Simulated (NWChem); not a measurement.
**AlO (oxoaluminum) at UB3LYP/6-31G(d) (spherical functions)**

What is the vertical ionisation energy of AlO (oxoaluminum) at UB3LYP/6-31G* (spherical functions)? 

The calculation is run with NWChem 7.3.0.

3 further runs of the same task are left out: 2 that didn't finish, 1 set aside as unsound or not needed.

## (1) The molecule

AlO has 2 atoms, charge 0, and is taken as a doublet. As SMILES, `[O]=[Al]`. The coordinates come from a PBE0-D4/def2-TZVP relaxation.

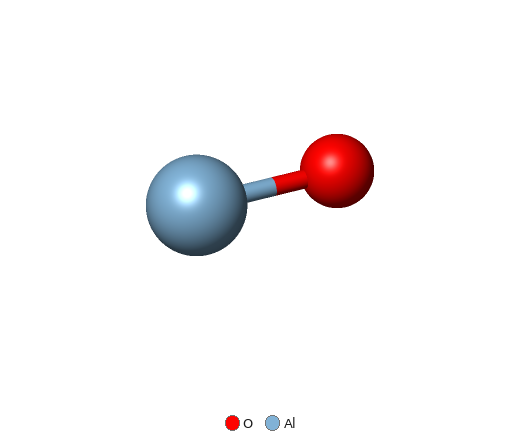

The structure, seen from a chosen angle (oxygen red, aluminium light blue).

## (2) Energy and forces at UB3LYP/6-31G(d) (spherical functions)

Input file mol.nw:

```
echo
start mol
title "oxoaluminum"
memory 2200 mb
geometry units angstrom noautosym nocenter noautoz
   O     0.000000    0.000000   -0.024920
   Al    0.000000    0.000000    1.594970
end
basis spherical bse
   O library 6-31G*
   Al library 6-31G*
end
dft
   xc b3lyp
   mult 2
   grid xfine
   convergence energy 1e-08
   iterations 100
   mulliken
end
task dft gradient
```

Launch:

```
$ nwchem mol.nw > mol.out
```

The program printed, shortened:

```text
[...]
          Wavefunction type:  spin polarized.
          No. of atoms     :     2
          No. of electrons :    21
[...]
          Charge           :     0
          Spin multiplicity:     2
[...]
          AO basis - number of functions:    32
[...]
              XC Information
              --------------
                         B3LYP Method XC Potential
                     Hartree-Fock (Exact) Exchange  0.200
                        Slater Exchange Functional  0.800 local
                    Becke 1988 Exchange Functional  0.720 non-local
              Lee-Yang-Parr Correlation Functional  0.810
                  VWN I RPA Correlation Functional  0.190 local
[...]
 d= 0,ls=0.0,diis     1   -317.3869086839 -3.51D+02  5.83D-02  3.31D-01     0.4
[...]
 d= 0,ls=0.0,diis    14   -317.6077144361 -3.41D-10  4.90D-08  1.86D-13     3.9
[...]
         Total DFT energy =     -317.607714436071
      One electron energy =     -508.701396618641
           Coulomb energy =      184.346408519406
    Exchange-Corr. energy =      -27.226906000867
 Nuclear repulsion energy =       33.974179664032
[...]
      Total Density - Mulliken Population Analysis
     ---------------------------------------------
    Atom       Charge   Shell Charges
 -----------   ------   -------------------------------------------------------
    1 O    8     8.52   2.00  0.94  2.76  0.96  1.85  0.01
    2 Al  13    12.48   2.00  2.00  5.96  1.04  0.75  0.37  0.23  0.12
[...]
      <S2> =      0.7572 (Exact =     0.7500)
[...]
  wavefunction    = open shell
                         DFT ENERGY GRADIENTS
    atom               coordinates                        gradient
                 x          y          z           x          y          z
   1 O       0.000000   0.000000  -0.047092    0.000000   0.000000   0.014028
   2 Al      0.000000   0.000000   3.014056   -0.000000  -0.000000  -0.014028
[...]
```

Run time: 5.1 s. Hardware: 1 thread of Intel Xeon 6975P-C (Granite Rapids), shared host; peak memory 0.11 GiB.

## (3) The singlet cation: the energy at B3LYP/6-31G(d) (spherical functions)

Input file run.py:

```python
from ase import Atoms
from ase.calculators.nwchem import NWChem

system = Atoms(['O', 'Al'], positions=[
    [0.000000, -0.000000, -0.024920],
    [-0.000000, 0.000000, 1.594970],
])

calc = NWChem(
    label='mol',
    theory='dft',
    memory='2200 mb',
    basis='6-31G*',
    basispar='spherical bse',
    charge=1,
    dft={'xc': 'b3lyp', 'mult': '1', 'grid': 'xfine', 'convergence': 'energy 1e-08', 'iterations': '100', 'mulliken': None, 'print': 'low'},
    task='energy',
)
system.calc = calc

e = system.get_potential_energy()
print(f"E = {e:.6f} eV")
```

Launch:

```
$ export ASE_NWCHEM_COMMAND="nwchem PREFIX.nwi > PREFIX.nwo"
$ python run.py
```

The program printed:

```text
E = -8632.263398 eV
```

The calculator wrote mol.nwi:

```
title "mol"

permanent_dir mol

scratch_dir mol

start mol

geometry units angstrom nocenter noautosym noautoz
  O  0.0000000000000000e+00 -0.0000000000000000e+00 -2.4920000000000001e-02
  Al -0.0000000000000000e+00 0.0000000000000000e+00 1.5949700000000000e+00
end

charge 1

memory 2200 mb

basis spherical bse noprint
   * library 6-31G*
end

dft
  xc b3lyp
  mult 1
  grid xfine
  convergence energy 1e-08
  iterations 100
  mulliken
  print low
end

task dft energy
```

mol.nwo, shortened:

```text
[...]
 d= 0,ls=0.0,diis     1   -316.7240705697 -3.51D+02  1.21D-01  3.89D+00     0.3
[...]
 d= 0,ls=0.0,diis    12   -317.2298312948 -7.78D-09  7.00D-07  2.83D-10     2.3
         Total DFT energy =     -317.229831294777
      One electron energy =     -501.787628265976
           Coulomb energy =      177.499202901575
    Exchange-Corr. energy =      -26.915585594408
 Nuclear repulsion energy =       33.974179664032
[...]
      Total Density - Mulliken Population Analysis
     ---------------------------------------------
    Atom       Charge   Shell Charges
 -----------   ------   -------------------------------------------------------
    1 O    8     8.30   2.00  0.97  2.71  0.94  1.67  0.01
    2 Al  13    11.70   2.00  2.00  5.96  0.97  0.52  0.03  0.08  0.13
[...]
```

Run time: 3.3 s. Hardware: 1 thread of Intel Xeon 6975P-C (Granite Rapids), shared host; peak memory 0.11 GiB.

## (4) Outcome

At UB3LYP/6-31G* (spherical functions):

```
                                          quantity          value
                         doublet AlO: total energy  -317.60771 Eh
                        doublet AlO: dipole moment         3.56 D
   doublet AlO: HOMO energy (highest over α and β)       -7.41 eV
    doublet AlO: LUMO energy (lowest over α and β)       -4.57 eV
                                 doublet AlO: ⟨S²⟩          0.757
             doublet AlO: largest force on an atom     0.721 eV/Å
                      singlet cation: total energy  -317.22983 Eh
vertical ionisation energy (to the singlet cation)      10.283 eV
```

In words: Removing an electron at fixed nuclei costs 10.28 eV (992 kJ/mol). The largest force (doublet AlO) is 0.72 eV/Å: the shape isn't a stationary point for this species at this level. Only the singlet of the ionised species was computed; a triplet could lie lower.
